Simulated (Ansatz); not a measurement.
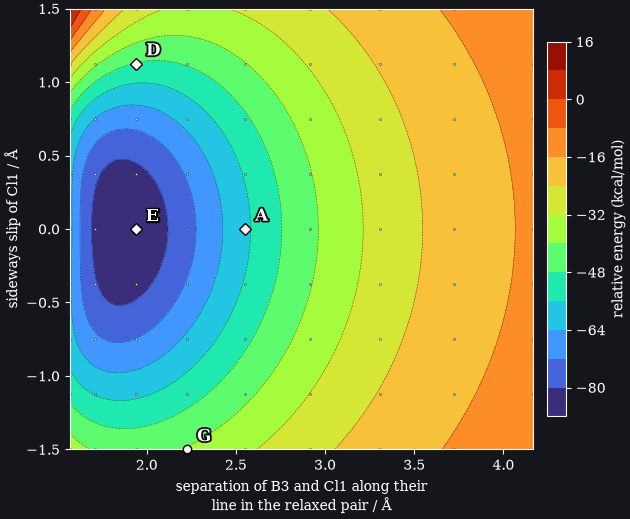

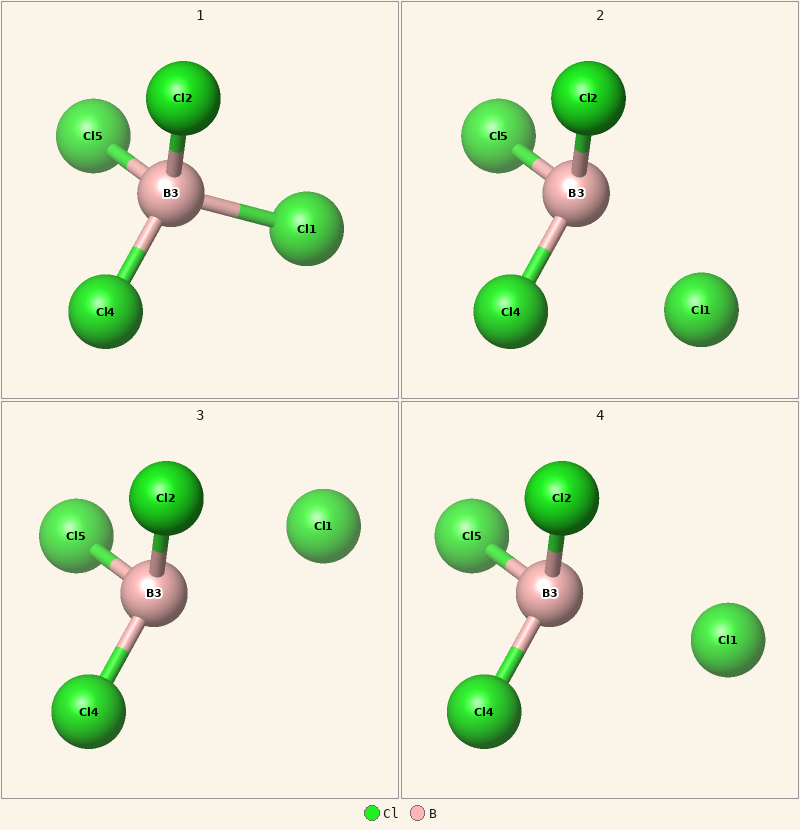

BCl₄, charge −1. 
- First axis: separation of B3 and Cl1 along their line in the relaxed pair. Second axis: sideways slip of Cl1.
- Nothing is relaxed (both partners rigid).
- Grid: 9 × 9 points.
- Points are written as (first, second).
- Energies are in kcal/mol, from the ion and the molecule far apart, frozen as in the relaxed pair, each in its own basis (no counterpoise correction).
- These are results of Ansatz, RKS PBE0-D4/def2-SVPD, not measurements.

The picture shows filled contours, dots at the grid points, lettered points. Between grid points the surface is interpolated. The numbered pictures are the structures at these points, in random order.

Which structure belongs to which point?

A is structure 4: (2.553 Å, 0.000 Å), −57 kcal/mol; D is structure 2: (1.941 Å, 1.125 Å), −48 kcal/mol; E is structure 1: (1.941 Å, 0.000 Å), −86 kcal/mol; G is structure 3: (2.227 Å, −1.500 Å), −39 kcal/mol.
